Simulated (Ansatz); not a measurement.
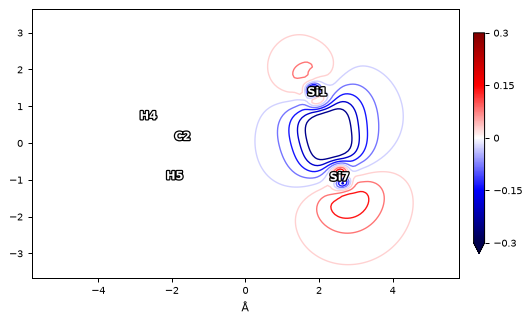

*H4Si2···CH4. The HOMO−1 on the plane of atoms H4, C2 and H5 (values in Å⁻³ᐟ²; the overall sign is arbitrary).*

These are results of RHF/def2-SVP (Ansatz), not measurements.

```
atom    x (Å)    y (Å)    z (Å)
  Si  -0.5055  -0.5365  -1.2517
   C   1.6363   0.0609   1.9112
   H   0.5877  -0.2323   1.9702
   H   2.2352  -0.6321   2.5011
   H   1.7495   1.0711   2.3031
   H   1.9806   0.0348   0.8766
  Si  -1.2292   1.7569  -0.9861
   H  -2.6320   1.8559  -1.4765
   H  -1.1966   2.1727   0.4410
   H  -0.4013   2.7110  -1.7664
   H  -1.5062  -1.0138  -0.2184
```

Q: What is the character of this orbital?

A: It lies mainly on Si1 (about 45 %), H11 (about 25 %), Si7 (about 20 %) and H10 (about 5 %). Its energy is −11.22 eV.
